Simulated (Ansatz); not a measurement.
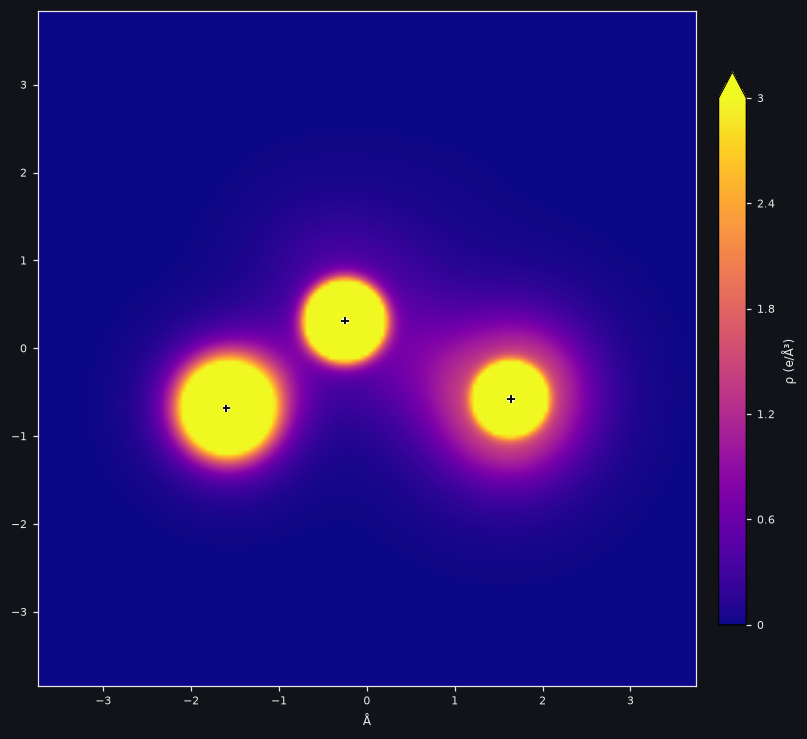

The total electron density on a plane through atoms (crosses mark nuclei in the plane).

Level of theory: Ansatz, isolated molecule in a Gaussian basis; Kohn-Sham density functional theory, functional PBE0.

Candidates:
A. C2HF (SMILES C#CF) (triplet)
B. CHF2SSi (SMILES [CH+]=[Si-](F)(F)[S-]) (charge −1)
C. H7OSi3 (SMILES [SiH3]O[SiH+][SiH3]) (charge +1)

Which candidate gave the map?

Candidate B: CHF2SSi on the plane of atoms F2, Si5 and S4, which holds F, S and Si. Si–F (1.68 Å): ρ at the midpoint is about 0.99 e/Å³. Si–S (2.09 Å): the density is about 0.84 e/Å³ at the midpoint.
